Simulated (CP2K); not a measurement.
Consider benzoic acid at its PBE geometry (Å).

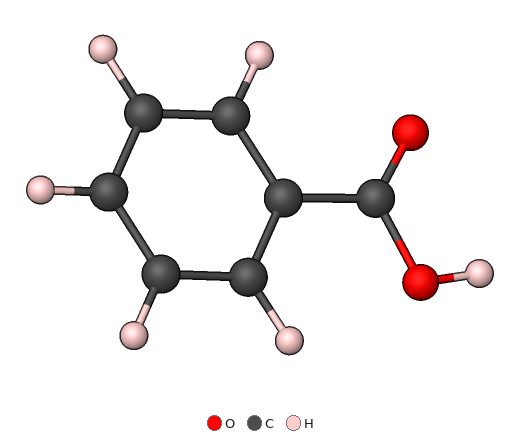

The molecule (oxygen red, carbon dark grey, hydrogen pink).

```xyz
15

O     2.7549   -0.8843    0.0104
C     2.0736    0.3114   -0.0296
O     2.6621    1.3841   -0.0769
C     0.5994    0.1318   -0.0072
C     0.0100   -1.1427    0.0295
C    -1.3794   -1.2653    0.0416
C    -2.1849   -0.1218    0.0205
C    -1.5997    1.1491   -0.0127
C    -0.2116    1.2774   -0.0264
H     3.7003   -0.6299   -0.0136
H     0.6429   -2.0273    0.0461
H    -1.8355   -2.2547    0.0696
H    -3.2705   -0.2218    0.0293
H    -2.2287    2.0388   -0.0265
H     0.2671    2.2552   -0.0541
```

Method: CP2K XAS_TDP, all-electron GAPW, PBEh(45%), aug-cc-pVDZ, TDA, GW2X-corrected core level, no relativity.

Predict the bright core excitations at the O K edge.

Leading lines: O1 535.40 eV and O3 531.80 eV. The leading line of an atom is its first one with 35 % of the strongest within 2.5 eV of its lowest line over the strength cut. Core ionisation energies at this level: O1 539.71 and O3 537.67 eV.

The first six lines of each atom with a strength over 0.0015:

| atom | energy (eV) | states | strength, one atom | above the computed threshold |
| --- | --- | --- | --- | --- |
| O1 (bonded to C and H) | 535.40 | 1 | 0.0118 |  |
|  | 536.62 | 1 | 0.0197 |  |
|  | 538.41 | 1 | 0.0078 |  |
|  | 538.89 | 1 | 0.0057 |  |
|  | 539.08 | 1 | 0.0023 |  |
|  | 539.21 | 1 | 0.0053 |  |
| O3 (bonded to C) | 531.80 | 1 | 0.0346 |  |
|  | 535.86 | 1 | 0.0020 |  |
|  | 536.68 | 1 | 0.0040 |  |
|  | 536.70 | 1 | 0.0023 |  |
|  | 539.05 | 1 | 0.0053 | yes |
|  | 540.12 | 1 | 0.0046 | yes |

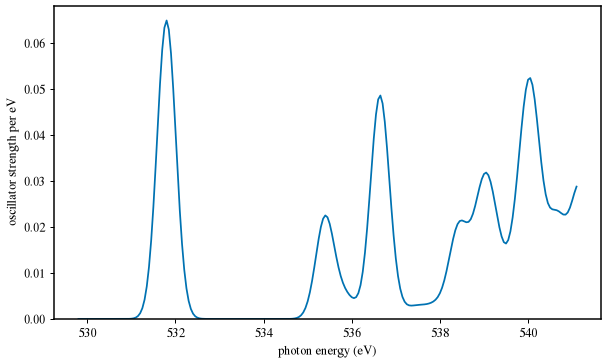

All atoms added, broadened by 0.5 eV.

Lines are vertical, at one geometry, with no vibrational structure. GW2X ionisation energies and lines can be off by 1 to 2 eV either way, and a good line position may hide errors that cancel. These values hold no scalar relativity, about 0.4 eV for O 1s. Rydberg lines, and the discretised continuum above threshold, depend on the basis and the box.

[Banner, clock and machine lines of the logs are left out without a mark of their own.]

[Logs are printed without paths, hosts, clocks, repeated set-up lines and the standing remarks that a program may print on its own settings, such as how far it seeks lower states.]

[Hosts, paths, dates, database ids (printed as entryN), source tags and the programs' standing remarks are cut or masked in the printed files.]
